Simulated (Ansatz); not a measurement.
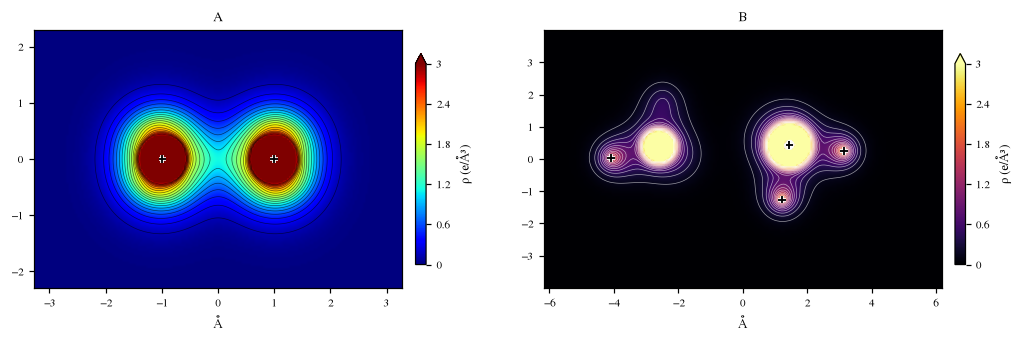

The electron density of 2 systems, each on a plane through atoms (crosses mark nuclei in the plane).

Computed with Ansatz, RKS PBE0-D4/def2-TZVPPD.

System 1: Cl2, a plane that holds the molecular axis. Geometry: PBE0-D4/def2-TZVP.

| atom | x (Å) | y (Å) | z (Å) |
| --- | --- | --- | --- |
| Cl | -0.3426 | -0.0777 | 1.8508 |
| Cl | 0.3451 | -0.0709 | 3.7101 |

System 2: GeH4···H3Sb, the plane of atoms H7, Sb6 and H9. Geometry: PBE0-D4/def2-TZVP; core potentials replace the inner electrons of Sb.

| atom | x (Å) | y (Å) | z (Å) |
| --- | --- | --- | --- |
| Ge | 0.0958 | -0.2146 | -1.9903 |
| H | -1.1854 | 0.6054 | -2.1851 |
| H | 1.2556 | 0.7197 | -1.6223 |
| H | 0.4310 | -0.9675 | -3.2849 |
| H | -0.1161 | -1.2287 | -0.8560 |
| Sb | -0.3270 | 0.7145 | 1.9580 |
| H | 1.2127 | -0.0167 | 2.0450 |
| H | -1.0991 | -0.7624 | 2.3273 |
| H | -0.2675 | 1.1500 | 3.6084 |

Question: Match each panel to its system.

Answer: Panel A is system 1, Cl2: the plane holds Cl. Cl–Cl (1.98 Å): the density is about 1.1 e/Å³ at the midpoint. Panel B is system 2, GeH4···H3Sb: the plane holds H and Sb. Sb–H (1.71 Å): ρ is about 1.1 e/Å³ halfway.
